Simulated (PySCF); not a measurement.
**C$_{2}$H$_{2}$Cl$_{2}$N, doublet, SMILES `[N]=CC(Cl)Cl`: what the electrons do**

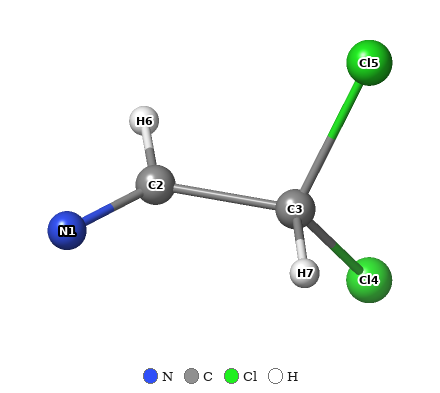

The molecule, with its atoms numbered as below. No frequency check shows the geometry to be a minimum.

Geometry (Å), atoms numbered from 1:

```
N1       2.5055   -0.0118   -0.1774
C2       1.4147   -0.0085    0.3582
C3       0.0829   -0.0013   -0.3911
Cl4     -0.8333   -1.4549    0.0430
Cl5     -0.8164    1.4640    0.0432
H6       1.2717   -0.0104    1.4454
H7       0.2479   -0.0026   -1.4702
```

### 1. Bonding charge

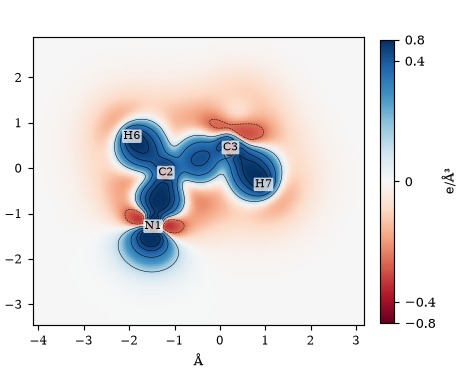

Deformation density (molecule less spherical, spin-averaged free atoms) in the plane of N1, C2, C3, H6 and H7; colour scale in e/Å³, logarithmic beyond ±0.1; blue: gain, red: loss.

Method: r2SCAN/6-311+G**; geometry: GFN2-xTB; program: PySCF. The stability of the open-shell solution wasn't checked. GFN2-xTB doesn't know the spin state, so this open-shell geometry is rough.

Q: How much density has each bond in this plane gained at its critical point, relative to the free atoms?

A: C3–H7: +0.79 e/Å³ at the bond critical point (bond length 1.09 Å). N1–C2: +0.77 e/Å³ at the bond critical point (bond length 1.22 Å). C2–H6: +0.67 e/Å³ at the bond critical point (bond length 1.10 Å). C2–C3: +0.46 e/Å³ at the bond critical point (bond length 1.53 Å). In all, 1.7 electrons gather in the regions of gain relative to the promolecule.

Q: Where do the Hirshfeld charges lie?

A: The highest Hirshfeld charge is on H6 (+0.07 e), the lowest on N1 (−0.13 e).

```csv
atom,charge (e)
N1,−0.13
C2,+0.01
C3,+0.04
Cl4,−0.03
Cl5,−0.03
H6,+0.07
H7,+0.06
```

### 2. Local ionisation energy

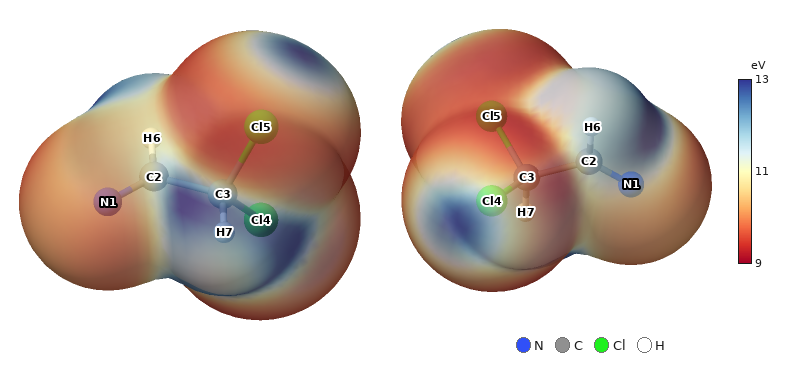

Average local ionisation energy on the surface of electron density 0.001 a.u. (back view left, front view right).

Q: Where are the most loosely bound electrons on this surface?

A: The lowest value is 9.3 eV, 2.2 Å from Cl5, and at like points elsewhere. Further minima include 9.5 eV, 2.1 Å from Cl5, and at like points elsewhere. For comparison, the highest occupied orbital lies at −7.1 eV.

Q: What volume does the surface enclose, and what is the dipole moment?

A: About 116 Å³; the dipole moment is 1.0 D.

### 3. Spin density

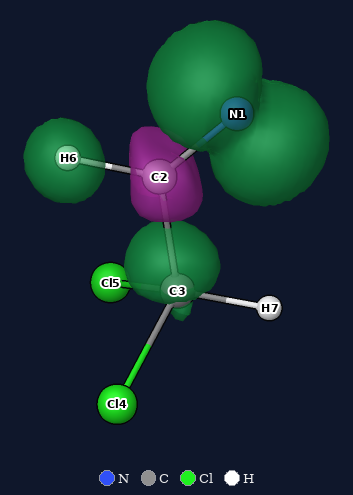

Spin density ρα − ρβ at ±0.05 e/Å³ (green: excess α, purple: excess β).

Q: Give the atomic spin populations that go with this picture.

A: Hirshfeld spin populations: N1 +0.79, C3 +0.08 and H6 +0.08. ⟨S²⟩ = 0.76, against 0.75 for a pure state. The picture also shows regions of β spin from spin polarisation; the Hirshfeld sums, whose atoms overlap, net them against the α spin of neighbours.

### 4. In an electric field

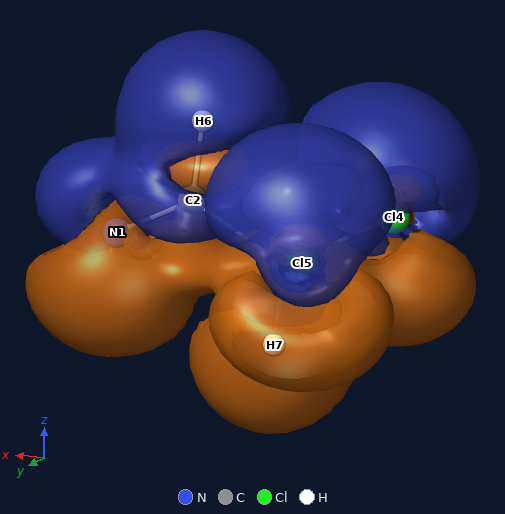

Change of the electron density in a uniform field of 0.10 V/Å, surfaces at ±0.0003 e/Å³ (orange: gain, blue: loss).

Computed with PySCF, ωB97X/6-311+G**, geometry: GFN2-xTB. The basis has diffuse s and p functions alone, which still leaves polarisabilities too small, most of all across bonds. The stability of the open-shell solution wasn't checked. GFN2-xTB doesn't know the spin state, so this open-shell geometry is rough.

Q: Along which Cartesian direction does the field point?

A: Along +z: electrons gather on the −z side, against the field.

Q: What dipole is induced, and what polarisability does it imply?

A: The induced dipole is 0.21 D (along the field); α along this axis, from the fields in both directions, is 41 bohr³ (6.1 Å³).

Q: Which atoms gain and lose the most charge?

A: Electrons gather most on H7 (Hirshfeld charge changes by −0.004 e) and leave H6 most (+0.004 e); 0.022 electrons are displaced in all.

### 5. Removing or adding an electron

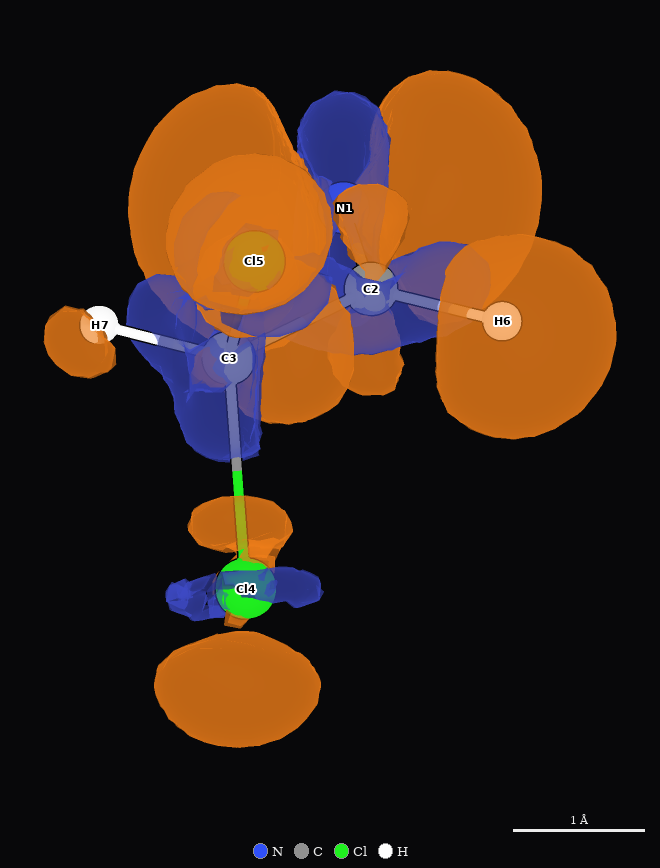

Fukui function f⁺ = ρ(N+1) − ρ(N) at fixed geometry, surfaces at ±0.02 e/Å³ (orange positive, blue negative).

PySCF calculation, BP86/6-311+G**, gas phase; geometry: GFN2-xTB. GFN2-xTB doesn't know the spin state, so this open-shell geometry is rough.

Q: On which atoms does the density change most on addition of an electron?

A: f⁺ (Hirshfeld-condensed) is largest on N1 (0.36); the vertical electron affinity is 1.71 eV (to the singlet anion, which needn't be its lowest state; the anion's highest orbital has positive energy, so this value and f⁺ depend on the basis). Condensed values hint at sites of nucleophilic attack but needn't mark the atom that reacts. Orbital relaxation makes it negative in places (0.21 e in all).

```
atom     f⁺  charge
  N1  +0.36   −0.14
  C2  +0.13   +0.01
  C3  +0.05   +0.03
 Cl4  +0.14   −0.02
 Cl5  +0.14   −0.02
  H6  +0.12   +0.07
  H7  +0.05   +0.06
```
